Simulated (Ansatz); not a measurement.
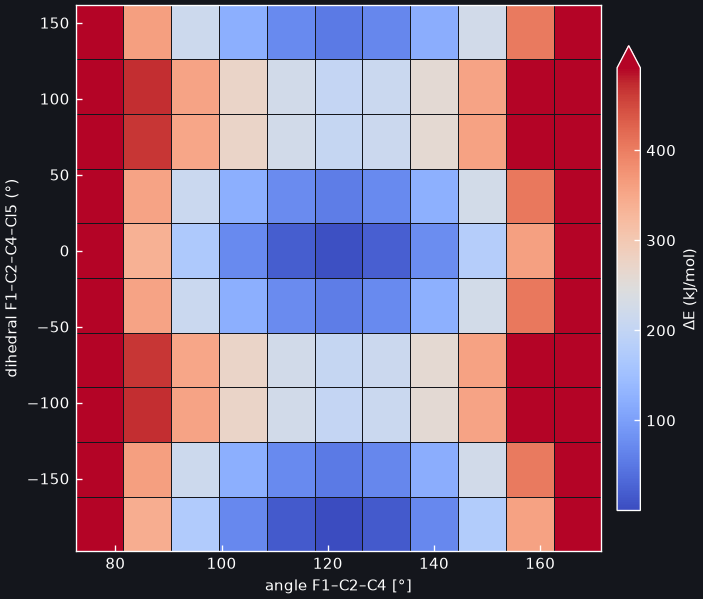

Energy landscape of C₂Cl₂FI, SMILES FC(Cl)=C(Cl)I. The first coordinate is: angle F1–C2–C4; the second: dihedral F1–C2–C4–Cl5. Nothing is relaxed (all other coordinates rigid). The grid has 11 × 10 points; 66 points were computed and 44 follow by symmetry. Points are written as (first, second). All energies are given in kJ/mol relative to the relaxed molecule at the same level. The dihedral twists a double bond; near 90° a spin-restricted reference is unreliable. The calculation used RKS PBE0-D4/def2-SVP in Ansatz.

Drawn: one coloured cell a grid point, one colour for all values above the top of the scale. 

**Summarise what can be read from the map.**

The lowest grid point is at (122°, −180°), 0 kJ/mol from the relaxed molecule at the same level. Other grid points that lie below all their neighbours: (122°, 0°) (5 kJ/mol higher). The highest grid point, (167°, −72°), lies 843 kJ/mol above the lowest.

The whole map (66 points run) took 8.1 min on 1 thread of Arm Neoverse V1, with other jobs on the host.
